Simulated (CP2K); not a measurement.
# C2HClF2 (SMILES FC(F)=CCl): Pade/SZV-MOLOPT-SR-GTH (core potential)

Aim: the vertical singlet–triplet gap of C2HClF2 at Pade/SZV-MOLOPT-SR-GTH (core potential), from 2 runs. 

The calculation is run with CP2K 2026.2.

2 further runs of the same task are left out: 2 that didn't finish.

### 1 Starting point

The species is C2HClF2 (6 atoms), meant as a singlet with charge 0. SMILES: `FC(F)=CCl`. The coordinates come from a PBE0-D4/def2-TZVP relaxation.

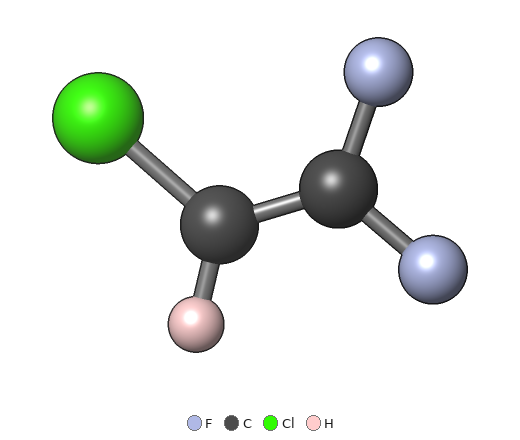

The structure, seen from a chosen angle (fluorine light blue, carbon dark grey, chlorine green, hydrogen pink).

### 2 The energy at Pade/SZV-MOLOPT-SR-GTH (core potential)

File molecule.xyz:

```xyz
6

F      0.901010    -0.810380     1.342040
C      0.267650    -0.562200     0.220370
F      0.192510    -1.632620    -0.522730
C     -0.218360     0.626770    -0.086550
Cl    -1.039010     0.926430    -1.552100
H     -0.103800     1.452000     0.598970
```

File gas.inp:

```
&GLOBAL
 PROJECT_NAME gas
 RUN_TYPE ENERGY
 PRINT_LEVEL MEDIUM
&END
&FORCE_EVAL
 METHOD QUICKSTEP
 &DFT
  BASIS_SET_FILE_NAME BASIS_MOLOPT
  POTENTIAL_FILE_NAME GTH_POTENTIALS
  CHARGE 0
  MULTIPLICITY 1
  &QS
   METHOD GPW
   EPS_DEFAULT 1.0E-10
  &END
  &MGRID
   CUTOFF 400
   REL_CUTOFF 50
   NGRIDS 4
  &END
  &POISSON
   PERIODIC NONE
   POISSON_SOLVER MULTIPOLE
  &END
  &SCF
   SCF_GUESS ATOMIC
   EPS_SCF 1.0E-06
   MAX_SCF 150
   ADDED_MOS 5
   &DIAGONALIZATION
    ALGORITHM STANDARD
   &END
   &MIXING
    METHOD BROYDEN_MIXING
    ALPHA 0.2
    NBUFFER 4
   &END
  &END
  &XC
   &XC_FUNCTIONAL PADE
   &END
  &END
  &PRINT
   &MOMENTS
    PERIODIC F
    REFERENCE COM
    MAX_MOMENT 1
   &END
   &MO ON
    ENERGIES T
    OCCUPATION_NUMBERS T
    NDIGITS 6
    &EACH
     QS_SCF 0
    &END
    ADD_LAST NUMERIC
   &END
   &HIRSHFELD OFF
   &END
  &END
 &END
 &SUBSYS
  &CELL
   ABC [angstrom] 8.9 10.1 9.9
   PERIODIC NONE
  &END
  &TOPOLOGY
   COORD_FILE_NAME molecule.xyz
   COORD_FILE_FORMAT XYZ
   &CENTER_COORDINATES
   &END
  &END
  &KIND F
   BASIS_SET SZV-MOLOPT-SR-GTH-q7
   POTENTIAL GTH-PADE-q7
  &END
  &KIND C
   BASIS_SET SZV-MOLOPT-SR-GTH-q4
   POTENTIAL GTH-PADE-q4
  &END
  &KIND Cl
   BASIS_SET SZV-MOLOPT-SR-GTH-q7
   POTENTIAL GTH-PADE-q7
  &END
  &KIND H
   BASIS_SET SZV-MOLOPT-SR-GTH-q1
   POTENTIAL GTH-PADE-q1
  &END
 &END
&END
```

Command:

```console
$ OMP_NUM_THREADS=1 cp2k.psmp -i gas.inp > gas.out 2>&1
```

Output:

```text
CP2K| version string:                                       CP2K version 2026.2
[...]
 GLOBAL| Method name                                                        CP2K
[...]
 GLOBAL| Run type                                                         ENERGY
[...]
 DFT| Spin restricted Kohn-Sham (RKS) calculation                            RKS
 DFT| Multiplicity                                                             1
[...]
 DFT| Charge                                                                   0
[...]
 FUNCTIONAL| PADE:
 QS| Method:                                                                 GPW
[...]
 QS| Density cutoff [a.u.]:                                                200.0
[...]
 QS| Relative density cutoff [a.u.]:                                        25.0
[...]
                             - Atoms:                                          6
[...]
                             - Spherical basis functions:                     21
[...]
 Number of electrons:                                                         30
[...]
     1 NoMix/Diag. 0.20E+00    0.2     1.56682355       -74.9721261264 -7.50E+01
[...]
    30 Broy./Diag. 0.20E+00    0.4     0.00000049       -75.1160557163  1.76E-06
  *** SCF run converged in    30 steps ***
[...]
  Overlap energy of the core charge distribution:               0.00000354392795
  Self energy of the core charge distribution:               -187.51103120909841
  Core Hamiltonian energy:                                     52.62694716713192
  Hartree energy:                                              75.51028861389926
  Exchange-correlation energy:                                -15.74226383219087
  Total energy:                                               -75.11605571633012
[...]
                     Mulliken Population Analysis
 #  Atom  Element  Kind  Atomic population                           Net charge
       1     F        1          7.256916                             -0.256916
       2     C        2          3.524591                              0.475409
       3     F        1          7.254061                             -0.254061
       4     C        2          4.124260                             -0.124260
       5     Cl       3          7.022416                             -0.022416
       6     H        4          0.817755                              0.182245
 # Total charge                             30.000000                  0.000000
[...]
  Dipole moment [Debye]
    X= -0.1212618E+00 Y=  0.1499940E+01 Z=  0.5904103E+00  Total=      1.6165110
 ENERGY| Total FORCE_EVAL ( QS ) energy [hartree]            -75.116055716330123
[...]
```

Run time: 12 s. Hardware: 1 thread of Arm Neoverse V2, shared host; peak memory 0.95 GiB.

### 3 The triplet

molecule.xyz is that of step 2.

File job.inp:

```
&global
   project job
   run_type ENERGY
   print_level MEDIUM
&end global

&force_eval
   method QS
   &dft
      basis_set_file_name BASIS_MOLOPT
      potential_file_name GTH_POTENTIALS
      multiplicity 3
      uks T
      &qs
         method GPW
         eps_default 1.0E-10
      &end qs
      ! real-space grids
      &mgrid
         cutoff 400
         rel_cutoff 50
         ngrids 4
      &end mgrid
      ! no periodic images
      &poisson
         periodic NONE
         poisson_solver MULTIPOLE
      &end poisson
      ! self-consistent field
      &scf
         scf_guess ATOMIC
         eps_scf 1.0E-06
         max_scf 30
         &ot
            minimizer DIIS
            preconditioner FULL_ALL
         &end ot
         &outer_scf
            eps_scf 1.0E-06
            max_scf 5
         &end outer_scf
      &end scf
      ! exchange and correlation
      &xc
         &xc_functional PADE
         &end xc_functional
      &end xc
      ! extra output
      &print
         &moments
            periodic F
            reference COM
            max_moment 1
         &end moments
         &mo_cubes
            nlumo 1
            nhomo -1
            write_cube F
         &end mo_cubes
         &hirshfeld OFF
         &end hirshfeld
      &end print
   &end dft
   &subsys
      &cell
         abc 8.9 10.1 9.9
         periodic NONE
      &end cell
      &topology
         coord_file_name molecule.xyz
         coord_file_format XYZ
         &center_coordinates
         &end center_coordinates
      &end topology
      &kind F
         basis_set SZV-MOLOPT-SR-GTH-q7
         potential GTH-PADE-q7
      &end kind
      &kind C
         basis_set SZV-MOLOPT-SR-GTH-q4
         potential GTH-PADE-q4
      &end kind
      &kind Cl
         basis_set SZV-MOLOPT-SR-GTH-q7
         potential GTH-PADE-q7
      &end kind
      &kind H
         basis_set SZV-MOLOPT-SR-GTH-q1
         potential GTH-PADE-q1
      &end kind
   &end subsys
&end force_eval
```

Command:

```console
$ OMP_NUM_THREADS=1 cp2k.psmp job.inp > job.out
```

Output:

```text
CP2K| version string:                                       CP2K version 2026.2
[...]
 GLOBAL| Method name                                                        CP2K
[...]
 GLOBAL| Run type                                                         ENERGY
[...]
 DFT| Spin unrestricted (spin-polarized) Kohn-Sham calculation               UKS
 DFT| Multiplicity                                                             3
[...]
 DFT| Charge                                                                   0
[...]
 FUNCTIONAL| PADE:
 QS| Method:                                                                 GPW
[...]
 QS| Density cutoff [a.u.]:                                                200.0
[...]
 QS| Relative density cutoff [a.u.]:                                        25.0
[...]
                             - Atoms:                                          6
[...]
                             - Spherical basis functions:                     21
[...]
 Number of electrons:                                                         16
[...]
     1 OT DIIS     0.15E+00    0.4     0.14555721       -73.2125340475 -7.32E+01
[...]
     3 OT DIIS     0.15E+00    0.5     0.00000044       -74.9400361365 -5.59E-10
  *** SCF run converged in     3 steps ***
[...]
  Overlap energy of the core charge distribution:               0.00000354392795
  Self energy of the core charge distribution:               -187.51103120909841
  Core Hamiltonian energy:                                     53.09348743227135
  Hartree energy:                                              75.28420974481126
  Exchange-correlation energy:                                -15.80670564842055
  Total energy:                                               -74.94003613650838
[...]
                     Mulliken Population Analysis
 #  Atom  Element  Kind  Atomic population (alpha,beta) Net charge  Spin moment
       1     F        1         3.680514     3.572830    -0.253345     0.107684
       2     C        2         2.163648     1.393217     0.443135     0.770432
       3     F        1         3.680983     3.572787    -0.253770     0.108197
       4     C        2         2.507730     1.616530    -0.124260     0.891200
       5     Cl       3         3.568625     3.408390     0.022985     0.160235
       6     H        4         0.398499     0.436246     0.165255    -0.037747
 # Total charge and spin       16.000000    14.000000     0.000000     2.000000
[...]
  Dipole moment [Debye]
    X= -0.4121976E+00 Y=  0.1726107E+01 Z=  0.1378925E+00  Total=      1.7799902
[...]
 HOMO - LUMO gap [eV] :    2.672570
 ENERGY| Total FORCE_EVAL ( QS ) energy [hartree]            -74.940036136508382
[...]
```

Run time: 20 s. Hardware: 1 thread of Arm Neoverse V2, shared host; peak memory 0.7 GiB.

### 4 Outcome

At Pade/SZV-MOLOPT-SR-GTH (core potential):

```
                                        quantity         value
                           singlet: total energy  -75.11606 Eh
                          singlet: dipole moment        1.62 D
                            singlet: HOMO energy      -6.42 eV
                            singlet: LUMO energy      -0.95 eV
                          singlet: HOMO–LUMO gap       5.47 eV
                           triplet: total energy  -74.94004 Eh
                          triplet: dipole moment        1.78 D
     triplet: HOMO energy (highest over α and β)      -1.33 eV
                                   triplet: ⟨S²⟩         2.003
vertical energy of the triplet above the singlet      4.790 eV
```

**Reading.** At this shape the triplet lies 4.79 eV (462 kJ/mol) above the singlet. In a minimal basis such a difference can be off by several eV, whatever the method.
